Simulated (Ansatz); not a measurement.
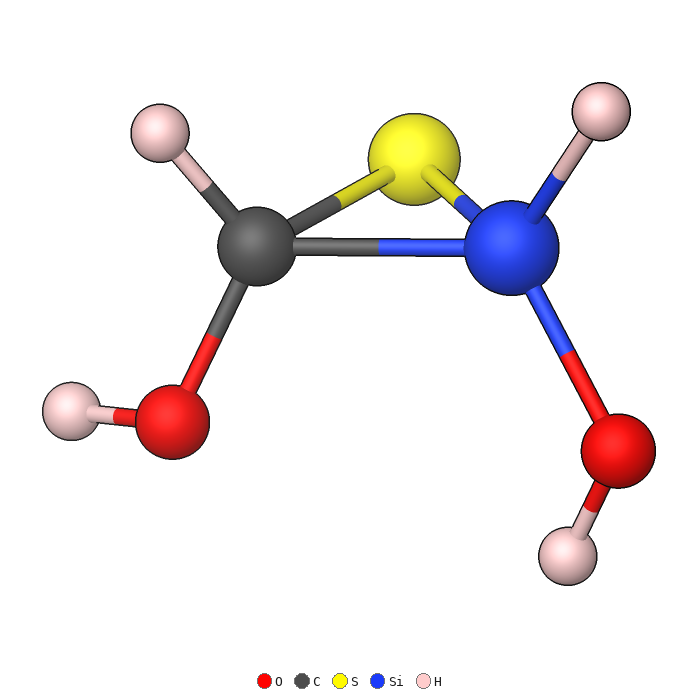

A ball-and-stick model of a molecule. Every bond is drawn as one stick, whatever its order.

Give the formula.

CH₄O₂SSi, 9 atoms: 1 carbon, 4 hydrogen, 2 oxygen, 1 sulfur and 1 silicon.

Describe its rings.

Independent rings (smallest set): 1 of 3 members.

The parts below concern this one geometry. Atoms keep their numbers from picture to picture. The geometry was computed by an optimisation with PBE0-D4/def2-TZVP. No frequency run is at hand to confirm it as a minimum.

Geometry

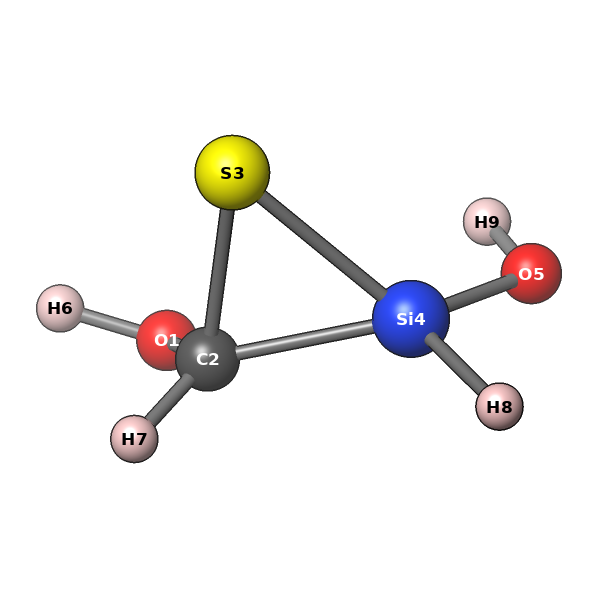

O1 lies behind C2. The molecule seen a little off the C2–O1 bond, C2 in front. Atoms fade into the background with distance from the viewer. No frequency run is at hand to confirm it as a minimum.

What is the torsion angle S3–C2–O1–H6? The sign is positive where the front bond must turn clockwise to cover the back bond.

−73°, synclinal (gauche).

Levels of theory compared

No frequency run is at hand to confirm it as a minimum. Program: Ansatz 0.2.0.

Tabulate HOMO–LUMO gap (eV) at these levels: B3LYP-D4/def2-TZVPP; PBE-D4/def2-TZVPP; PBE0-D4/def2-TZVPP; r2SCAN-D4/def2-TZVPP; ωB97M-V/def2-TZVPP; ωB97X-V/def2-TZVPP.

```json
{"level": "B3LYP-D4/def2-TZVPP", "HOMO–LUMO gap (eV)": "6.72"}
{"level": "PBE-D4/def2-TZVPP", "HOMO–LUMO gap (eV)": "5.11"}
{"level": "PBE0-D4/def2-TZVPP", "HOMO–LUMO gap (eV)": "7.26"}
{"level": "r2SCAN-D4/def2-TZVPP", "HOMO–LUMO gap (eV)": "5.72"}
{"level": "ωB97M-V/def2-TZVPP", "HOMO–LUMO gap (eV)": "11.16"}
{"level": "ωB97X-V/def2-TZVPP", "HOMO–LUMO gap (eV)": "11.65"}
```

Charges

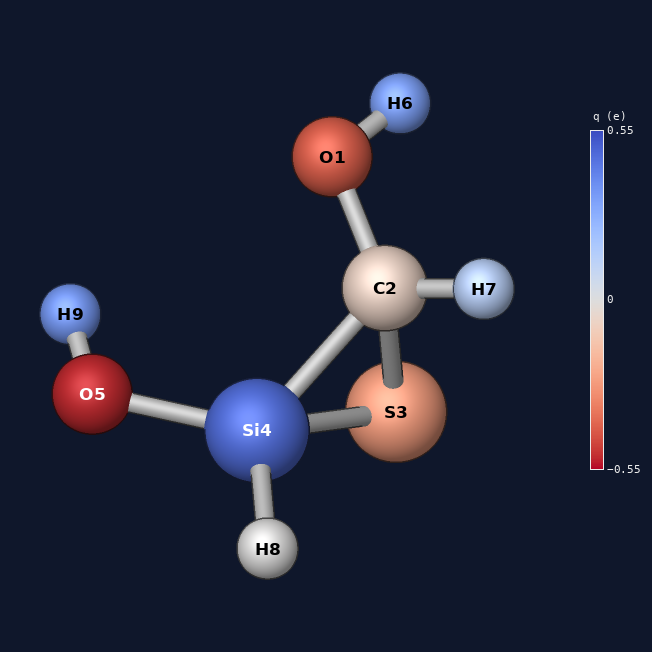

Atoms are coloured by their Mulliken charges. No frequency run is at hand to confirm it as a minimum. Properties computed with RKS PBE0-D4/def2-TZVP (Ansatz 0.2.0).

Which atom carries the highest charge (most positive or least negative)?

Si4 (0.46 e).

And the lowest?

O5 (−0.51 e).

Give the Mulliken charges atom by atom.

```tsv
atom	value (e)
O1	−0.41
C2	−0.07
S3	−0.26
Si4	0.46
O5	−0.51
H6	0.32
H7	0.13
H8	0.00
H9	0.34
```

Dipole moment

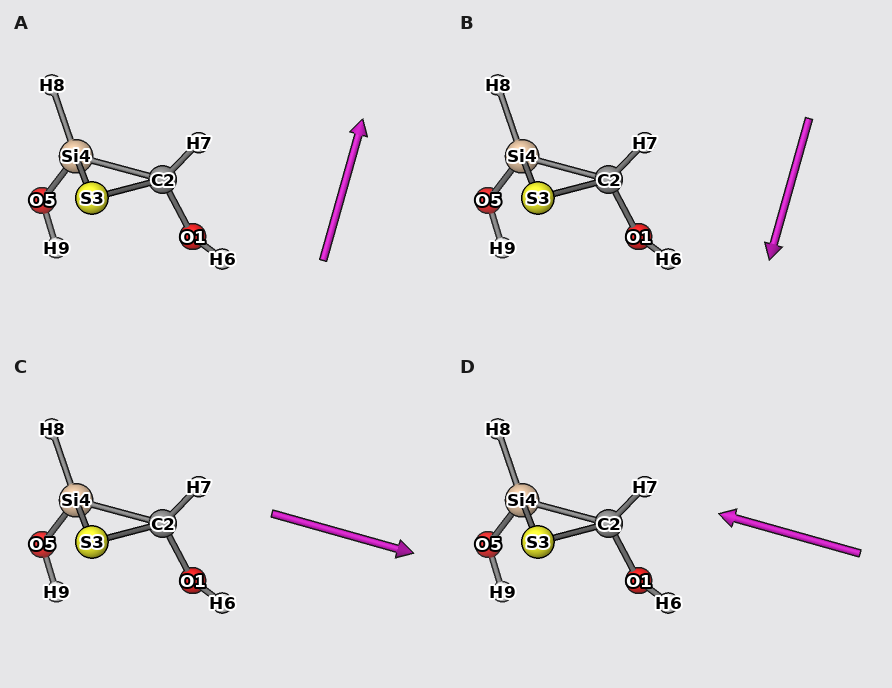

The same molecule four times, each with an arrow. No frequency run is at hand to confirm it as a minimum. Level of theory: RKS PBE-D4/def2-TZVPP (Ansatz 0.2.0).

Which arrow points along the dipole moment, from the negative to the positive end?

C. The dipole moment is 1.56 D; it points from the side of H8 to the side of H6 (the outermost atoms at the two ends).

Mulliken values depend strongly on the basis set and can even reverse the polarity of a bond.
